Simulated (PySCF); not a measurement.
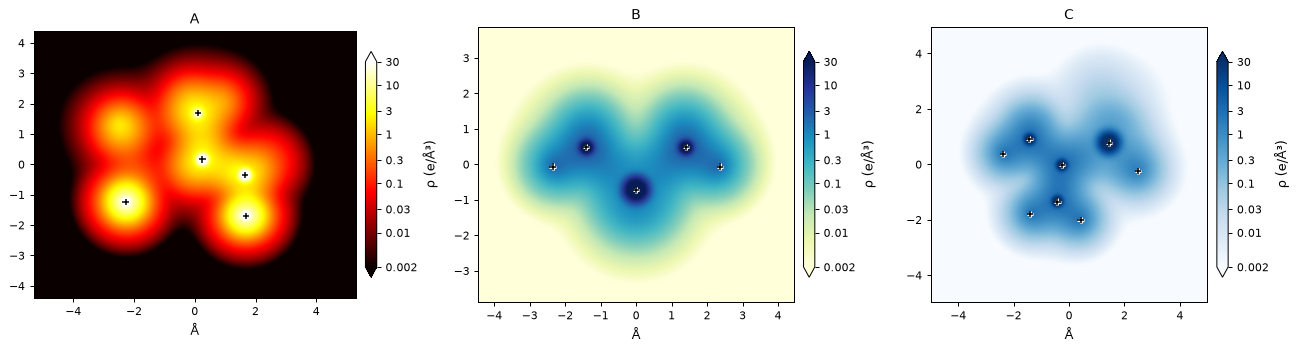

The electron density of 3 systems, each on a plane through atoms (crosses mark nuclei in the plane).

All numbers below come from PBE0/pcSseg-1, SCF density, gas phase, non-relativistic in PySCF 2.14.0.

System 1: C7H8F4, the plane of atoms C6, C7 and F9. Geometry: PBE0-D3(BJ)/def2-SVP.

```xyz
19

F     0.7797    2.3800   -0.5559
C     1.1463    1.4180    0.3453
C     1.9884    0.2582   -0.2072
C     1.0049   -0.7490    0.4330
C    -0.0412   -1.3115   -0.5373
C    -0.8550   -0.0060   -0.3918
C    -2.3080   -0.1774   -0.0563
F    -2.4858   -0.9541    1.0225
F    -2.8937    0.9947    0.2043
F    -2.9705   -0.7486   -1.0671
C     0.0522    0.4425    0.7732
H     1.6153    1.9187    1.2080
H     1.9945    0.2308   -1.3075
H     3.0274    0.2191    0.1477
H     1.4169   -1.4177    1.1999
H     0.3033   -1.5728   -1.5490
H    -0.5803   -2.1707   -0.1134
H    -0.8049    0.6748   -1.2539
H    -0.4382    0.5871    1.7449
```

System 2: C3H10BPSi (SMILES BP[SiH2]C(=C)C), the plane of atoms C4, C5 and H13. Geometry: GFN2-xTB.

```xyz
16

B     2.3912    0.3574    1.3380
P     1.7120    1.3254   -0.0554
Si    0.3151   -0.0153   -1.1736
C    -1.0842   -0.4436    0.0239
C    -1.4913   -1.6892    0.2276
C    -1.6954    0.7125    0.7541
H     1.6367   -0.1327    2.0877
H     3.5395    0.3373    1.5543
H     2.7619    1.4057   -0.9444
H    -0.1657    0.8009   -2.2970
H     0.9384   -1.2436   -1.6891
H    -1.0569   -2.5247   -0.2949
H    -2.2805   -1.9281    0.9253
H    -2.4415    0.3814    1.4742
H    -0.9196    1.2719    1.2789
H    -2.1674    1.3936    0.0467
```

System 3: C3H9P (trimethylphosphine), the plane of atoms C1, P2 and C3. Geometry: PBE0-D3(BJ)/def2-SVP.

```xyz
13

C    -0.4996    1.5176    0.3906
P    -0.1545   -0.2029    0.9776
C     1.5629   -0.4045    0.3192
C    -1.0833   -1.1493   -0.3130
H    -0.2742    1.6532   -0.6804
H     0.1022    2.2321    0.9729
H    -1.5596    1.7588    0.5634
H     1.6397   -0.1464   -0.7503
H     1.8887   -1.4469    0.4569
H     2.2525    0.2364    0.8895
H    -0.8233   -0.8344   -1.3377
H    -0.8698   -2.2238   -0.2069
H    -2.1648   -1.0095   -0.1626
```

Q: Which map belongs to which system?

A: Panel A is system 1, C7H8F4: the plane holds F and C. C–F (1.34 Å): ρ is about 2.4 e/Å³ halfway. Panel B is system 3, C3H9P: the plane holds C, P and H. C–P (1.85 Å): the density is about 1.1 e/Å³ at the midpoint. Panel C is system 2, C3H10BPSi: the plane holds Si, C and H. C–C (1.33 Å): ρ is about 2.3 e/Å³ halfway.
